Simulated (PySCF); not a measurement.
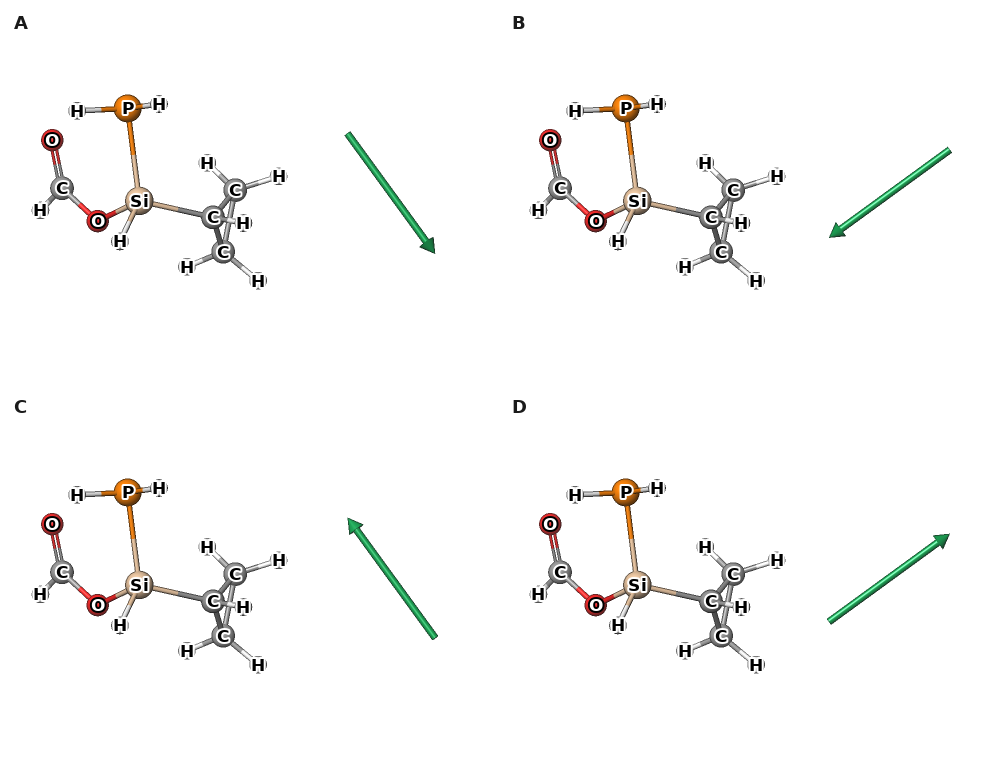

The same molecule four times, each with an arrow. The geometry was computed by an optimisation with GFN2-xTB. No frequency run is at hand to confirm it as a minimum. Method: B3LYP/def2-SVPD, gas phase (PySCF 2.14.0).

Which arrow points along the dipole moment, from the negative to the positive end?

A. The dipole moment is 2.39 D.

The geometry is semi-empirical. Around P, Si such bond lengths and angles can be off by a tenth of an ångström or more and by several degrees, and values that hang on the shape move with them.
